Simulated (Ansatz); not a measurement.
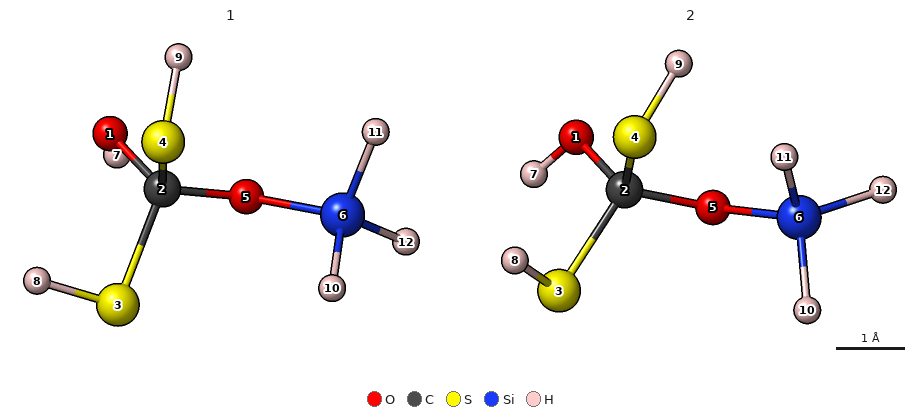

Two geometries of CH6O2S2Si, drawn at one scale. One is the start of a relaxation, the other its converged end. The picture is a ball-and-stick view, seen at a tilt.

Computed with RKS PBE0-D4/6-31G* (Ansatz). Settings: no spin polarisation; force threshold 0.015 eV/Å; at most 40 steps.

Question: Which geometry has the lower energy?

Answer: Structure 1 is the relaxed one. The run prepares an end point of a later path (torsion) calculation, from a guessed geometry. The atom that moves furthest after the best rigid fit is H11 (1.03 Å). By element the largest moves are H 1.03 Å, S 0.36 Å, O 0.32 Å, C 0.21 Å, Si 0.10 Å. Some distances before and after: S4–Si6 2.923 → 3.219 Å, S3–H8 1.284 → 1.346 Å, O5–Si6 1.640 → 1.687 Å, C2–S4 1.790 → 1.834 Å. Among the angles between lasting bonds that change: S4–C2–O5 106.7° → 114.2°, S3–C2–O5 112.8° → 105.7°, O1–C2–S3 106.0° → 112.9°. Groups turn about O1–C2 by about 55°, O5–Si6 by about 45°, C2–S3 by about 35°. The energy falls by 112.4 kJ/mol in 14 accepted moves (15 points after the start). The largest force component goes from 2.7 to 0.0066 eV/Å. The line search rejected the trial step at point 14 of the run. The run took 53 s on 2 threads of INTEL(R) XEON(R) PLATINUM 8581C CPU @ 2.10GHz (Emerald Rapids) (shared host), peak memory 0.31 GiB.
